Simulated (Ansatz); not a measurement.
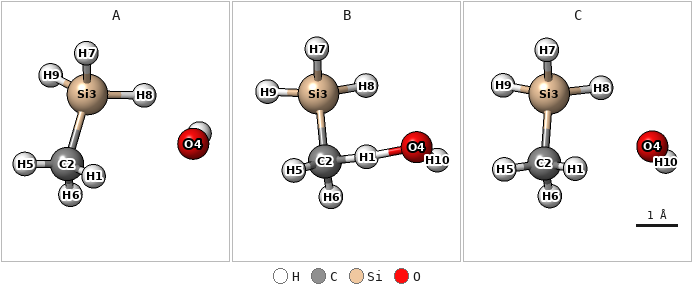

3 geometries from a converged minimum-energy path of CH7OSi (multiplicity 2), made up of CH6Si and HO, shuffled. Style: ball-and-stick. Shown at a tilt.

Computed with UKS r2SCANh/6-31G* (Ansatz 0.2.0). Set-up: 9 movable images; climbing image; force threshold 0.05 eV/Å; iteration limit 34; starting path through a guess of the saddle point.

Question: Which frame is the transition state?

Answer: B. In order along the path, whose images run from 0 to 10: A (image 2, +0.2 kcal/mol), C (image 5, +1.0 kcal/mol), B (image 7, +4.7 kcal/mol). A hydrogen atom shifts from one atom to another. Breaking: H1–C2 (1.09 → 1.22 at the top → 2.38 Å). Forming: H1–O4 (2.80 → 1.32 at the top → 0.97 Å).

Limits of the set-up: the start holds two separate molecules, 2.4 Å apart at their closest, whose relative position is a soft coordinate and is computed without a dispersion correction.
